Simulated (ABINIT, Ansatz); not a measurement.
## MoS2 (P6_3/mmc): bands and cutoff in G0W0 with ABINIT

Wanted: a converged G0W0 gap of MoS2 (P6_3/mmc), or an estimate of the limit.

Main program and level: ABINIT 10.8.3; PBEsol and many-body steps on it, plane waves.

The database entry behind the starting cell differs from later determinations by our own check (about 0.3 % long), so it need not match the best structure at ambient conditions.

## Step 1: The starting structure

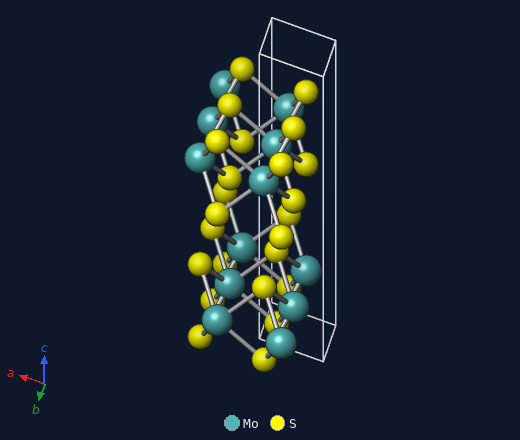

Start, viewed from a free direction; molybdenum teal, sulfur yellow. 2×3×1 cells are drawn.

Structure file:

```cif
data_structure
_symmetry_space_group_name_H-M 'P6_3/mmc'
_symmetry_Int_Tables_number 194
_cell_length_a 3.1690
_cell_length_b 3.1690
_cell_length_c 12.3240
_cell_angle_alpha 90.000
_cell_angle_beta 90.000
_cell_angle_gamma 120.000
_cell_volume 107.18
loop_
_atom_site_label
_atom_site_type_symbol
_atom_site_symmetry_multiplicity
_atom_site_Wyckoff_symbol
_atom_site_fract_x
_atom_site_fract_y
_atom_site_fract_z
_atom_site_occupancy
Mo1 Mo 2 c 0.33333 0.66667 0.25000 1
S1 S 4 f 0.33333 0.66667 0.62300 1
```

The cell and positions come from the Crystallography Open Database and are kept as given unless a step says otherwise.

## Step 2: Empty states on the mesh, 3×3×1 mesh, 220 bands

This step: ABINIT 10.8.3; DFT, PBEsol, plane waves, norm-conserving pseudopotentials.

The sums over transitions need many empty states on a uniform mesh; this step solves for them.

run.abi reads:

```
acell 3*1.0 Angstrom
rprim 
  3.169000000004 -0.000000000001 0.000000000000
  -1.584500000001 2.744434504597 0.000000000000
  0.000000000000 0.000000000000 12.324000000000
ntypat 2
znucl 42 16
natom 6
typat 1 1 2 2 2 2
xred 
  0.333333333333 0.666666666667 0.250000000000
  0.666666666667 0.333333333333 0.750000000000
  0.333333333333 0.666666666667 0.623000000000
  0.666666666667 0.333333333333 0.123000000000
  0.333333333333 0.666666666667 0.877000000000
  0.666666666667 0.333333333333 0.377000000000
pp_dirpath "pseudos"
pseudos "Mo.upf, S.upf"
ecut 36
ngkpt 3 3 1
nshiftk 1
shiftk 0 0 0
kptopt 1
chksymbreak 0
iscf -2
irdden 1
istwfk *1
nband 220
nbdbuf 20
tolwfr 1e-09
nstep 60
prtvol 0
indata_prefix "in"
outdata_prefix "out"
tmpdata_prefix "tmp"
```

Command:

```bash
$ OMP_NUM_THREADS=1 mpirun -n 4 abinit run.abi > log
```

Numbers of over 12 decimals in the logs are rounded to 6 here.

Output:

```text
.Version 10.8.3 of ABINIT. v10.8.2 released Aug 2026.

 Symmetries : space group P6_3/m m c (#194); Bravais hP (primitive hexag.)
[... echo of the input left out ...]
== DATASET  1 ==================================================================
-   mpi_nproc: 4, omp_nthreads: 1 (-1 if OMP is not activated)
-    --> not optimal distribution: autoparal keyword recommended in input file <--

--- !DatasetInfo
iteration_state: {dtset: 1, }
dimensions: {natom: 6, nkpt: 3, mband: 220, nsppol: 1, nspinor: 1, nspden: 1, mpw: 7476, }
cutoff_energies: {ecut:  36.0, pawecutdg:  -1.0, }
[...]
2.79185    2.79185    2.80180    2.80753    2.80762    2.80762    2.85115    2.85115
   2.86057    2.86823    2.87780    2.87780    2.89120    2.89557    2.89558    2.92114
   2.92131    2.93614    2.93687    2.97053
 prteigrs : prtvol=0 or 1, do not print more k-points.

== END DATASET(S) ==============================================================
================================================================================

 -outvars: echo values of variables after computation  --------
            nband         220
             nkpt           3
          spgroup         194
 [... the other variables as echoed above ...]

 Calculation completed.
```

It took 74 s on 4 MPI ranks of Arm Neoverse V2, shared host; peak memory 0.44 GiB.

Numbers from this step:

```
gap                                                           : 1.037 eV
k of the valence top                                          : 0, 0, 0
k of the conduction bottom                                    : 0.3333, 0.3333, 0
least direct gap                                              : 1.652 eV
k points computed                                             : 3
lowest point of the top converged band, above the valence top : 67.2012 eV
```

On this mesh the gap is 1.037 eV.

The density comes from a self-consistent run that is not shown.

## Step 3: Screening, 3×3×1 mesh, 47 bands, screening to 62.6 eV

The RPA dielectric matrix is built and inverted for each q.

This step: RPA screening on PBEsol, plane waves, norm-conserving pseudopotentials.

Changes to run.abi since step 2:

```diff
@@ -24,10 +24,11 @@
 chksymbreak 0
-iscf -2
-irdden 1
 istwfk *1
-nband 220
-nbdbuf 20
-tolwfr 1e-09
-nstep 60
-prtvol 0
+occopt 1
+irdwfk 1
+optdriver 3
+nband 47
+ecuteps 2.3
+inclvkb 2
+awtr 1
+symchi 1
 indata_prefix "in"
```

Output:

```text
.Version 10.8.3 of ABINIT. v10.8.2 released Aug 2026.

 Symmetries : space group P6_3/m m c (#194); Bravais hP (primitive hexag.)
[... echo of the input left out ...]
== DATASET  1 ==================================================================
-   mpi_nproc: 4, omp_nthreads: 1 (-1 if OMP is not activated)

--- !DatasetInfo
iteration_state: {dtset: 1, }
dimensions: {natom: 6, nkpt: 3, mband: 47, nsppol: 1, nspinor: 1, nspden: 1, mpw: 7476, }
cutoff_energies: {ecut:  36.0, pawecutdg:  -1.0, }
electrons: {nelect:   5.20000000E+01, charge:   0.00000000E+00, occopt:   1.00000000E+00, tsmear:   1.00000000E-02, }

 SCREENING: Calculation of the susceptibility and dielectric matrices

 Based on a program developped by R.W. Godby, V. Olevano, G. Onida, and L. Reining.
 Incorporated in ABINIT by V. Olevano, G.-M. Rignanese, and M. Torrent.
.Using double precision arithmetic ; gwpc =  8

[... cell and pseudopotentials left out ...]
--------------------------------------------------------------------------------

 ==== K-mesh for the wavefunctions ====
 Number of points in the irreducible wedge :     3
[... list of points left out ...]
 Together with 24 symmetry operations and time-reversal symmetry
 yields     9 points in the full Brillouin Zone.

 ==== Q-mesh for the screening function ====
 Number of points in the irreducible wedge :     3
[... list of points left out ...]
 Together with 24 symmetry operations and time-reversal symmetry
 yields     9 points in the full Brillouin Zone.

 setmesh: FFT mesh size selected  =    18x   18x   80
          total number of points  =        25920

 vcoul_init : cutoff-mode = AUXILIARY_FUNCTION
 q-points for optical limit:   1
     1)      0.000010    0.000020    0.000030

- screening: taking advantage of time-reversal symmetry
- Maximum band index for partially occupied states nbvw = 26
- Remaining bands to be divided among processors   nbcw = 21
- Number of bands treated by each node ~5

 Number of electrons calculated from density =   52.0000; Expected =   52.0000
 average of density, n =  0.071892
 r_s =    1.4919
 omega_plasma =   25.8640 [eV]

 calculating chi0 at frequencies [eV] :
  1    0.000000E+00    0.000000E+00
  2    0.000000E+00    2.586399E+01

--------------------------------------------------------------------------------
  q-point number  1        q = ( 0.000000, 0.000000, 0.000000) [r.l.u.]
--------------------------------------------------------------------------------
[... chi0 elements left out ...]
 For q-point:  0.000010 0.000020 0.000030
  dielectric constant =  17.7396
  dielectric constant without local fields =  19.4308

  Average fulfillment of the sum rule on Im[epsilon] for q-point    1 :     50.49  [%]
[... wings left out ...]
  q-point number  2        q = ( 0.333333, 0.000000, 0.000000) [r.l.u.]
--------------------------------------------------------------------------------
[... chi0 elements left out ...]
  Average fulfillment of the sum rule on Im[epsilon] for q-point    2 :     37.67  [%]

 [... 1 further q-points ...]
```

Run time: 7.5 s. Hardware: 4 MPI ranks; peak memory 0.73 GiB.

Numbers from this step:

| Item | Value |
| --- | --- |
| ε∞ with local fields, on this mesh, along the program's q direction | 17.74 |
| the same without local fields | 19.43 |
| plasma frequency | 25.86 eV |
| plane waves in the screening matrix | 111 |

Local fields lower ε∞ by 9 %. On a Γ-centred mesh this coarse the value itself is usually too large, while a short band sum pulls it down.

## Step 4: 47 bands, 62.6 eV

The self-energy is evaluated for the states that the input lists, and the levels follow from it, in one-shot runs by the linearised quasiparticle equation.

This step: G0W0 on PBEsol, plane waves, norm-conserving pseudopotentials.

Changes to run.abi since step 3:

```diff
@@ -27,8 +27,17 @@
 irdwfk 1
-optdriver 3
+optdriver 4
 nband 47
+gwcalctyp 0
+ecutsigx 36
+symsigma 1
+nkptgw 2
+kptgw 
+  0.0000000000 0.0000000000 0.0000000000
+  0.3333333333 0.3333333333 0.0000000000
+bdgw 
+  25 28
+  25 28
 ecuteps 2.3
-inclvkb 2
-awtr 1
-symchi 1
+irdscr 1
+ppmodel 1
 indata_prefix "in"
```

Output:

```text
.Version 10.8.3 of ABINIT. v10.8.2 released Aug 2026.

 Symmetries : space group P6_3/m m c (#194); Bravais hP (primitive hexag.)
[... echo of the input left out ...]
== DATASET  1 ==================================================================
-   mpi_nproc: 4, omp_nthreads: 1 (-1 if OMP is not activated)

--- !DatasetInfo
iteration_state: {dtset: 1, }
dimensions: {natom: 6, nkpt: 3, mband: 47, nsppol: 1, nspinor: 1, nspden: 1, mpw: 7476, }
cutoff_energies: {ecut:  36.0, pawecutdg:  -1.0, }
electrons: {nelect:   5.20000000E+01, charge:   0.00000000E+00, occopt:   1.00000000E+00, tsmear:   1.00000000E-02, }

 SIGMA: Calculation of the GW corrections

 Based on a program developped by R.W. Godby, V. Olevano, G. Onida, and L. Reining.
 Incorporated in ABINIT by V. Olevano, G.-M. Rignanese, and M. Torrent.
.Using double precision arithmetic ; gwpc =  8

[... cell and pseudopotentials left out ...]
--------------------------------------------------------------------------------

 ==== K-mesh for the wavefunctions ====
 Number of points in the irreducible wedge :     3
[... list of points left out ...]
 Together with 24 symmetry operations and time-reversal symmetry
 yields     9 points in the full Brillouin Zone.

 ==== Q-mesh for screening function ====
 Number of points in the irreducible wedge :     3
[... list of points left out ...]
 Together with 24 symmetry operations and time-reversal symmetry
 yields     9 points in the full Brillouin Zone.

 vcoul_init : cutoff-mode = AUXILIARY_FUNCTION
 q-points for optical limit:   1
     1)      0.000010    0.000020    0.000030
 setmesh: FFT mesh size selected  =    32x   32x  128
          total number of points  =       131072

 Number of electrons calculated from density =   52.0000; Expected =   52.0000
 average of density, n =  0.071892
 r_s =    1.4919
 omega_plasma =   25.8640 [eV]

 === KS Band Gaps ===
  >>>> For spin  1
   Minimum direct gap =   1.6518 [eV], located at k-point      :   0.3333  0.3333  0.0000
   Fundamental gap    =   1.0368 [eV], Top of valence bands at :   0.0000  0.0000  0.0000
                                       Bottom of conduction at :   0.3333  0.3333  0.0000
 SIGMA fundamental parameters:
 PLASMON POLE MODEL  1
 number of plane-waves for SigmaX                 7437
 number of plane-waves for SigmaC and W            111
 number of plane-waves for wavefunctions          7437
 number of bands                                    47
 number of independent spin polarizations            1
 number of spinorial components                      1
 number of k-points in IBZ                           3
 number of q-points in IBZ                           3
 number of symmetry operations                      24
 number of k-points in BZ                            9
 number of q-points in BZ                            9
 number of frequencies for dSigma/dE                 9
 frequency step for dSigma/dE [eV]                0.25
 number of omega for Sigma on real axis              0
 max omega for Sigma on real axis  [eV]           0.00
 zcut for avoiding poles [eV]                     0.10

 EPSILON^-1 parameters (SCR file):
 dimension of the eps^-1 matrix on file            111
 dimension of the eps^-1 matrix used               111
 number of plane-waves for wavefunctions          7437
 number of bands                                    47
 number of q-points in IBZ                           3
 number of frequencies                               2
 number of real frequencies                          1
 number of imag frequencies                          1

 matrix elements of self-energy operator (all in [eV])

 Perturbative Calculation

--- !SelfEnergy_ee
iteration_state: {dtset: 1, }
kpoint     : [   0.000,    0.000,    0.000, ]
spin       : 1
KS_gap     :    2.094
QP_gap     :    2.724
Delta_QP_KS:    0.629
data: !SigmaeeData |
     Band     E0 <VxcDFT>   SigX SigC(E0)      Z dSigC/dE  Sig(E)    E-E0       E
       25   7.228 -13.594 -16.570   3.685   0.786  -0.272 -13.037   0.557   7.785
       26   8.399 -16.270 -17.350   2.365   0.777  -0.287 -15.272   0.999   9.397
       27  10.493 -15.558 -10.907  -2.582   0.787  -0.270 -13.930   1.628  12.121
       28  10.493 -15.558 -10.907  -2.582   0.787  -0.270 -13.930   1.628  12.121

--- !SelfEnergy_ee
iteration_state: {dtset: 1, }
kpoint     : [   0.333,    0.333,    0.000, ]
spin       : 1
KS_gap     :    1.652
QP_gap     :    2.322
Delta_QP_KS:    0.670
data: !SigmaeeData |
     Band     E0 <VxcDFT>   SigX SigC(E0)      Z dSigC/dE  Sig(E)    E-E0       E
       25   7.612 -16.134 -17.417   2.495   0.775  -0.290 -15.195   0.939   8.551
       26   7.784 -16.488 -17.740   2.506   0.774  -0.291 -15.517   0.971   8.754
       27   9.435 -17.535 -12.657  -2.755   0.773  -0.294 -15.893   1.641  11.077
       28   9.435 -17.535 -12.657  -2.755   0.773  -0.294 -15.893   1.641  11.077

== END DATASET(S) ==============================================================
================================================================================

 -outvars: echo values of variables after computation  --------
           etotal      0.0000000000E+00
            nband          47
             nkpt           3
          spgroup         194
 [... the other variables as echoed above ...]

 Calculation completed.
```

Elapsed: 4.7 s, on 4 MPI ranks; peak memory 0.27 GiB.

This step gave:

| Item | Value |
| --- | --- |
| G0W0 gap on the points computed | 1.680 eV |
| starting gap on the mesh | 1.037 eV |
| k of the valence top | 0, 0, 0 |
| k of the conduction bottom | 0.3333, 0.3333, 0 |
| Z at the valence top | 0.777 |
| Z at the conduction bottom | 0.773 |
| least direct G0W0 gap on the computed points | 2.323 eV |

The gap on the mesh goes from 1.04 eV to 1.68 eV, a correction of +0.64 eV.

## Step 5: Screening, 3×3×1 mesh, 97 bands, screening to 114.3 eV

This step: RPA screening on PBEsol, plane waves, norm-conserving pseudopotentials.

Changes to run.abi since step 4:

```diff
@@ -27,17 +27,8 @@
 irdwfk 1
-optdriver 4
-nband 47
-gwcalctyp 0
-ecutsigx 36
-symsigma 1
-nkptgw 2
-kptgw 
-  0.0000000000 0.0000000000 0.0000000000
-  0.3333333333 0.3333333333 0.0000000000
-bdgw 
-  25 28
-  25 28
-ecuteps 2.3
-irdscr 1
-ppmodel 1
+optdriver 3
+nband 97
+ecuteps 4.2
+inclvkb 2
+awtr 1
+symchi 1
 indata_prefix "in"
```

Output:

```text
.Version 10.8.3 of ABINIT. v10.8.2 released Aug 2026.

 Symmetries : space group P6_3/m m c (#194); Bravais hP (primitive hexag.)
[... echo of the input left out ...]
== DATASET  1 ==================================================================
-   mpi_nproc: 4, omp_nthreads: 1 (-1 if OMP is not activated)

--- !DatasetInfo
iteration_state: {dtset: 1, }
dimensions: {natom: 6, nkpt: 3, mband: 97, nsppol: 1, nspinor: 1, nspden: 1, mpw: 7476, }
cutoff_energies: {ecut:  36.0, pawecutdg:  -1.0, }
electrons: {nelect:   5.20000000E+01, charge:   0.00000000E+00, occopt:   1.00000000E+00, tsmear:   1.00000000E-02, }

 SCREENING: Calculation of the susceptibility and dielectric matrices

 Based on a program developped by R.W. Godby, V. Olevano, G. Onida, and L. Reining.
 Incorporated in ABINIT by V. Olevano, G.-M. Rignanese, and M. Torrent.
.Using double precision arithmetic ; gwpc =  8

[... cell and pseudopotentials left out ...]
--------------------------------------------------------------------------------

 ==== K-mesh for the wavefunctions ====
 Number of points in the irreducible wedge :     3
[... list of points left out ...]
 Together with 24 symmetry operations and time-reversal symmetry
 yields     9 points in the full Brillouin Zone.

 ==== Q-mesh for the screening function ====
 Number of points in the irreducible wedge :     3
[... list of points left out ...]
 Together with 24 symmetry operations and time-reversal symmetry
 yields     9 points in the full Brillouin Zone.

 setmesh: FFT mesh size selected  =    20x   20x   90
          total number of points  =        36000

 vcoul_init : cutoff-mode = AUXILIARY_FUNCTION
 q-points for optical limit:   1
     1)      0.000010    0.000020    0.000030

- screening: taking advantage of time-reversal symmetry
- Maximum band index for partially occupied states nbvw = 26
- Remaining bands to be divided among processors   nbcw = 71
- Number of bands treated by each node ~17

 Number of electrons calculated from density =   52.0000; Expected =   52.0000
 average of density, n =  0.071892
 r_s =    1.4919
 omega_plasma =   25.8640 [eV]

 calculating chi0 at frequencies [eV] :
  1    0.000000E+00    0.000000E+00
  2    0.000000E+00    2.586399E+01

--------------------------------------------------------------------------------
  q-point number  1        q = ( 0.000000, 0.000000, 0.000000) [r.l.u.]
--------------------------------------------------------------------------------
[... chi0 elements left out ...]
 For q-point:  0.000010 0.000020 0.000030
  dielectric constant =  17.4533
  dielectric constant without local fields =  19.6388

  Average fulfillment of the sum rule on Im[epsilon] for q-point    1 :     67.33  [%]
[... wings left out ...]
  q-point number  2        q = ( 0.333333, 0.000000, 0.000000) [r.l.u.]
--------------------------------------------------------------------------------
[... chi0 elements left out ...]
  Average fulfillment of the sum rule on Im[epsilon] for q-point    2 :     62.28  [%]

 [... 1 further q-points ...]
```

The job ended after 18 s (4 MPI ranks; peak memory 0.85 GiB; 72 s of CPU time).

This step gave:

```
ε∞ with local fields, on this mesh, along the program's q direction : 17.45
the same without local fields                                       : 19.64
plasma frequency                                                    : 25.86 eV
plane waves in the screening matrix                                 : 291
```

(Part 1 of 2 ends here.)

[Paths, hosts, dates, memory and timing lines, banners, echoed tables and standing remarks are left out of the program output.]

[Logs are printed without paths, hosts, clocks, repeated set-up lines and the standing remarks that a program may print on its own settings, such as how far it seeks lower states.]

[Runs of the session that timed out or met a known fault of the program may be left out.]

[Hosts, paths, dates, database ids (printed as entryN), source tags and the programs' standing remarks are cut or masked in the printed files.]

[G0W0 gaps are taken among the corrected bands and points alone; a level outside them can change the order at an edge.]

[Where Ansatz stands beside ABINIT at settings called matched, ABINIT's density can come from a denser mesh and the files from another edition; pairs whose starting gaps differed by over 0.03 eV were left out, so agreement reads better than it is.]
